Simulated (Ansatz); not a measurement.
Input

```
crystal:
  periodic: [false, false, false]
  atoms:
    - { symbol: C, position_ang: [-0.69933, 0.25609, -1.01139] }
    - { symbol: C, position_ang: [-0.01438, -0.3137, 0.19511] }
    - { symbol: "N", position_ang: [-0.27213, -1.49616, 0.55373] }
    - { symbol: "N", position_ang: [0.82369, 0.55884, 0.84227] }
    - { symbol: H, position_ang: [-1.36393, -0.49299, -1.42803] }
    - { symbol: H, position_ang: [-1.27496, 1.13648, -0.73091] }
    - { symbol: H, position_ang: [0.03561, 0.54496, -1.76153] }
    - { symbol: H, position_ang: [-0.94495, -1.98314, -0.0342] }
    - { symbol: H, position_ang: [1.42611, 0.20747, 1.56805] }
    - { symbol: H, position_ang: [1.11282, 1.40738, 0.38866] }
basis:
  gaussian: { orbitals: def2-SVP }
hamiltonian:
  xc: pbe0
  dispersion: d4
relax:
  f_tol: 0.015
  max_steps: 40
output:
  orbitals: {}
```

Launched as:

```sh
ansatz run input.yaml --threads 1 --pin off --max-ram 2048MiB --backend cpu --events-out ev --progress --plain --runs-dir out
```

The fields are those of the relaxed geometry.

These are results of RKS PBE0-D4/def2-SVP in Ansatz, not measurements.

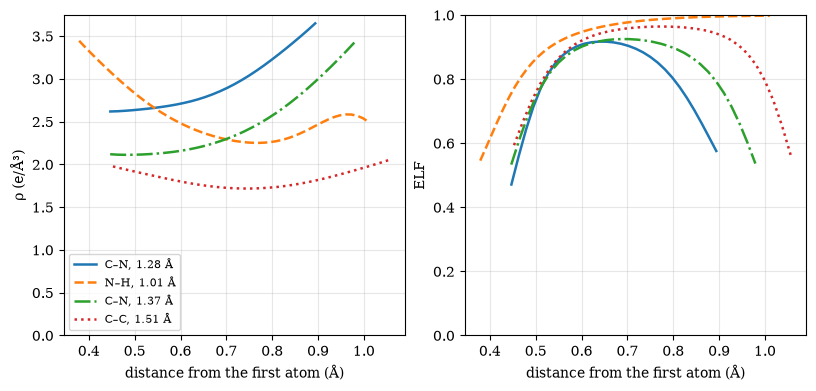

C2H6N2. Total electron density and electron localisation function along straight lines between neighbouring atoms. The curves leave out the atomic cores.

Compare the contacts.

C–N (1.28 Å): the density is about 2.8 e/Å³ at the midpoint; the ELF peaks at about 0.90 between the atoms: localised, covalent bonding.
N–H (1.01 Å): ρ at the midpoint is about 2.8 e/Å³; the ELF climbs to about 1 towards the hydrogen, as it does in any bond to H; a covalent bond by its length.
C–N (1.37 Å): ρ is about 2.3 e/Å³ halfway; the ELF peaks at about 0.95 between the atoms; localised, covalent bonding.
C–C (1.51 Å): ρ is about 1.7 e/Å³ halfway; the ELF peaks at about 0.95 between the atoms: a shared electron pair.
